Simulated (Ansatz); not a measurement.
# FH5OSi2 (SMILES O[SiH2][SiH2]F): what the fields show

Input file:

```
crystal:
  periodic: [false, false, false]
  atoms:
    - { symbol: O, position_ang: [-0.2368, 1.6053, -1.1021] }
    - { symbol: Si, position_ang: [0.5868, 0.5803, -0.1847] }
    - { symbol: Si, position_ang: [2.42425, -0.34182, -1.28567] }
    - { symbol: F, position_ang: [3.18635, -1.34362, -0.19017] }
    - { symbol: H, position_ang: [0.2059, 2.4151, -1.4586] }
    - { symbol: H, position_ang: [0.97708, 1.35518, 1.01774] }
    - { symbol: H, position_ang: [-0.37367, -0.46924, 0.29985] }
    - { symbol: H, position_ang: [1.97431, -1.12489, -2.41279] }
    - { symbol: H, position_ang: [3.34772, 0.66353, -1.69352] }
basis:
  gaussian: { orbitals: def2-SVP }
hamiltonian:
  xc: b3lyp
  dispersion: d4
relax:
  f_tol: 0.015
  max_steps: 40
output:
  orbitals: {}
```

Command:

```sh
ansatz run input.yaml --threads 1 --pin off --max-ram 2048MiB --backend cpu --events-out ev --progress --plain --runs-dir out
```

The fields are those of the relaxed geometry.

These are results of Ansatz, RKS B3LYP-D4/def2-SVP, not measurements.

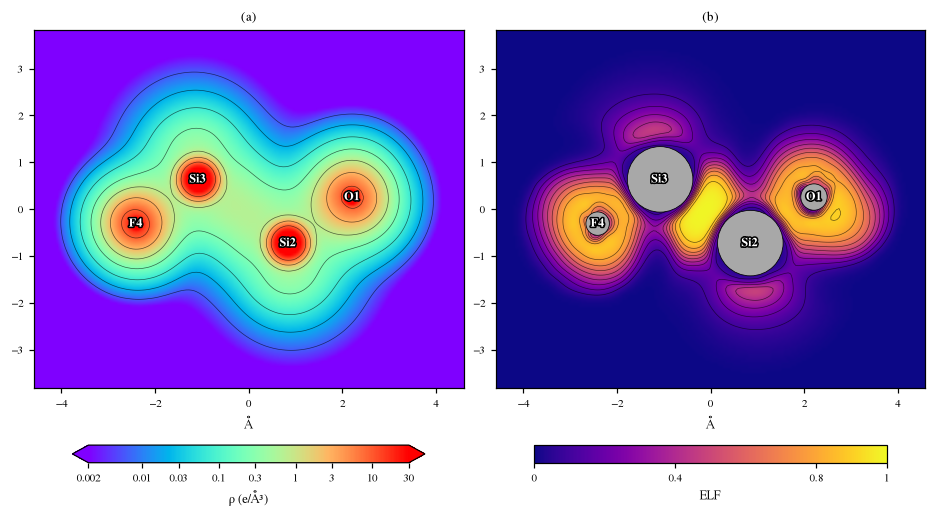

Figure 1. (a) electron density; (b) electron localisation function on the plane of atoms O1, Si2 and Si3. Grey discs cover the atomic cores in the ELF map.

### Describe what can be read from this map.

- Atoms in the plane: O, Si and F.
- Si–F (1.64 Å): the density is about 0.97 e/Å³ at the midpoint; the ELF peaks at about 0.85 in the valence shell of F, 0.6 Å from its nucleus, and is about 0.50 at the midpoint.
- Si–O (1.68 Å): ρ at the midpoint is about 1 e/Å³; the ELF peaks at about 0.85 between the atoms, as expected for a shared but strongly polarised pair.
- Si–Si (2.36 Å): the density is about 0.67 e/Å³ at the midpoint; the ELF peaks at about 1 between the atoms; a covalent bond.
- The ELF also peaks beside F4 and O1, away from the bonds: lone-pair regions.

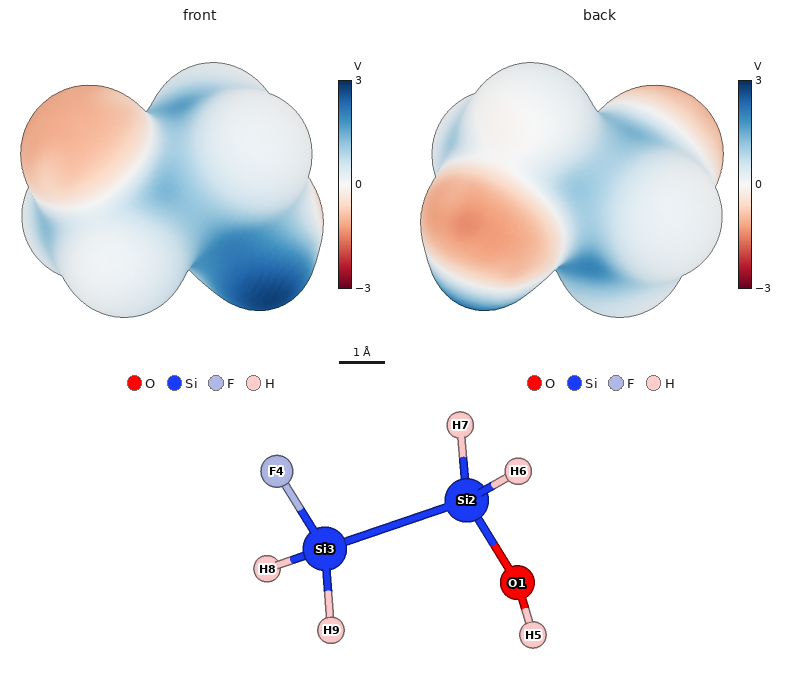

Figure 2. The molecular electrostatic potential painted on the density surface at 0.002 e/bohr³, seen from the front and from behind; red is negative and blue positive. The bare structure is drawn below in the same view.

### Which sites attract a positive test charge, and which a negative one?

A positive charge is drawn to the negative regions and a negative charge to the positive ones. The most negative region (about −1.3 V) lies over O1, the most positive (about +2.7 V) over H5. O1 is the likeliest acceptor of a hydrogen bond.

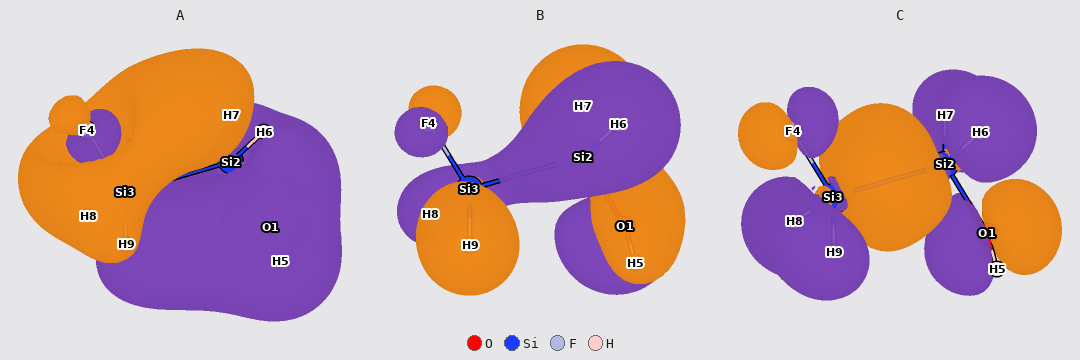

Figure 3. Three frontier orbitals at ±0.06 Å⁻³ᐟ² (orange and purple are the two phases), in no order.

### Order the three orbitals by energy and name them.

B is the HOMO−1 (−8.99 eV). Its weight (Hirshfeld) is mainly on O1 (about 30 %), Si2 (about 25 %), H6 (about 15 %) and H7 (about 15 %). C is the HOMO (−7.59 eV). By Hirshfeld shares it lies mainly on Si3 (about 25 %), Si2 (about 25 %), O1 (about 20 %), F4 (about 5 %) and H6 (about 5 %). A is the LUMO (−0.94 eV). By Hirshfeld shares it lies mainly on Si3 (about 35 %), Si2 (about 30 %), O1 (about 10 %), F4 (about 5 %) and H5 (about 5 %).

### What is the HOMO–LUMO gap?

6.65 eV between the orbital energies.
